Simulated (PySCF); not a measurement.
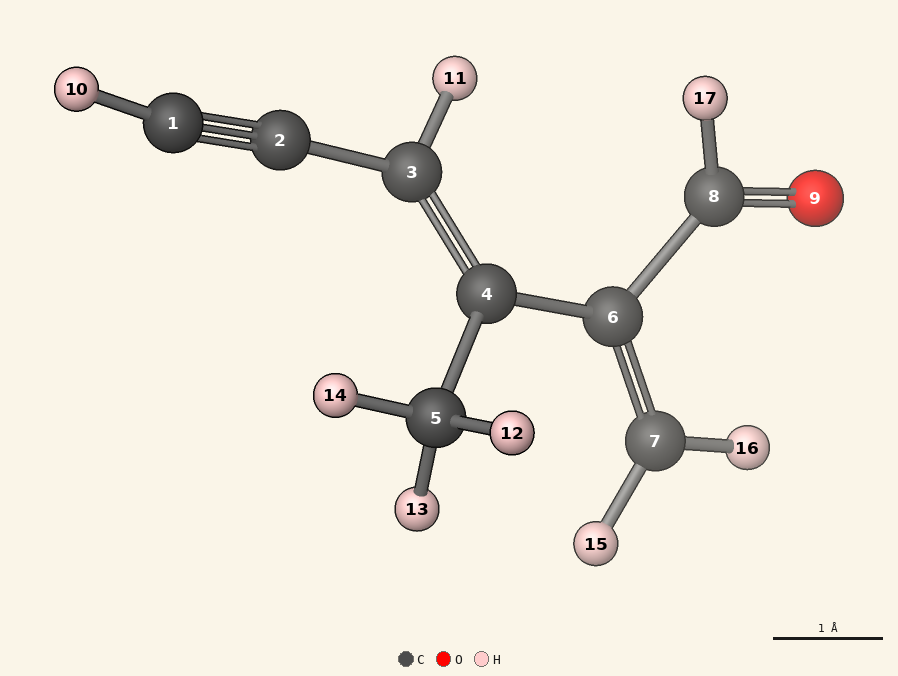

Orthographic view. Depth is shown by fading: the farther an atom, the more it takes the colour of the background. Geometry: a frame of a GFN2-xTB molecular-dynamics simulation, not a minimum.

List the bonded neighbours of every atom.

C1: C2, H10
C2: C1, C3
C3: C2, C4, H11
C4: C3, C5, C6
C5: C4, H12, H13, H14
C6: C4, C7, C8
C7: C6, H15, H16
C8: C6, O9, H17
O9: C8
(terminal hydrogens appear only as neighbours)
